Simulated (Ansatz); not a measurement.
WS2 (2H monolayer), computed twice by G0W0.

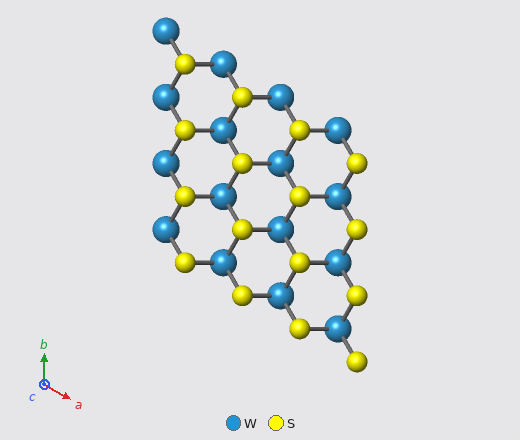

The structure (tungsten blue, sulfur yellow). 4×4×1 cells are drawn.

The cell holds 3 atoms: 1 W and 2 S. Its edges and angles: a = 3.126 Å, b = 3.126 Å, c = 29.400 Å, α = 90.0°, β = 90.0°, γ = 120.0°. It derives from S2W1. Vacuum lies along c.

```
W S
1.0
     3.12568    0.00000    0.00000
    -1.56284    2.70692    0.00000
     0.00000    0.00000   29.40000
W S
1 2
Direct
  0.33333 0.66667 0.50000
  0.66667 0.33333 0.55307
  0.66667 0.33333 0.44693
```

The structure was relaxed with LDA. The runs that relaxed it are not among those shown. Spin-orbit coupling is left out unless a run names it.

The first (Ansatz 0.2.0; start LDA, 9×9×1 mesh, 366 empty bands, screening to 75 eV, PAW set soft_1 files; 1 × NVIDIA H100 80GB HBM3 (shared by 6 runs) with 2 threads of AMD EPYC 7R13 (Zen 3), shared host) gave, on its mesh: starting gap 1.99 eV, G0W0 gap 2.85 eV, mean of 1 + 4πα/V (set by the cell height) 2.82, 42 s.

The second gave: starting gap 1.99 eV, G0W0 gap 2.84 eV, mean of 1 + 4πα/V (set by the cell height) 2.83, 20 s.

Question: What was changed in the input? Choose among start, files, mesh, bands and cutoff, frequency model or another key.

Changed: empty bands from 366 to 148 and screening cutoff (eV) from 75.0 to 41. The starting gap stayed, which rules out the functional and points to the GW step. Other changes could give like numbers; this is the one that was made.

Limits: not at the basis limit; coarse mesh for a sheet; no spin-orbit coupling.

[Paths, hosts, dates, memory and timing lines, banners, echoed tables and standing remarks are left out of the program output.]

[Logs are printed without paths, hosts, clocks, repeated set-up lines and the standing remarks that a program may print on its own settings, such as how far it seeks lower states.]

[Runs of the session that timed out or met a known fault of the program may be left out.]

[Cells called generated may have been cut or substituted from an entry of the Crystallography Open Database or the Materials Project.]

[Hosts, paths, dates, database ids (printed as entryN), source tags and the programs' standing remarks are cut or masked in the printed files.]
